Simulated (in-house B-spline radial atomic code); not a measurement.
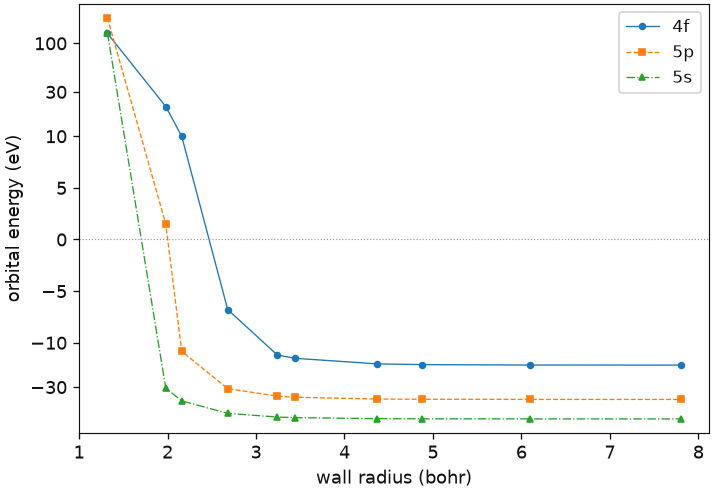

The Er²⁺ ion; electrons: [Xe] 4f12. It is put inside a hard spherical wall of varying radius. All numbers are computed, not measured: scalar-relativistic (spin-free one-electron X2C) PBE, spherical fractional occupations, Fermi nucleus, hard spherical wall, basis-set limit (an in-house B-spline radial code). The runs are spin-unpolarised. The plot shows the outer orbital energies, on a scale that is linear within ±10 eV and logarithmic beyond.

Question: How do the levels move, and do any cross?

Answer: The levels rise as the wall closes in: 4f goes from −17.4 eV at 7.8 bohr to 127.6 eV at 1.32 bohr and passes zero between 2.68 and 2.16 bohr. On compression 4f drops below 5p between 1.98 and 1.32 bohr and 4f drops below 5s between 1.98 and 1.32 bohr; in each crossing pair the level of higher l rises less. The fastest to rise is 5p (by 228.7 eV), the slowest 4f (by 145.1 eV): the wall presses hardest on the most extended orbitals.
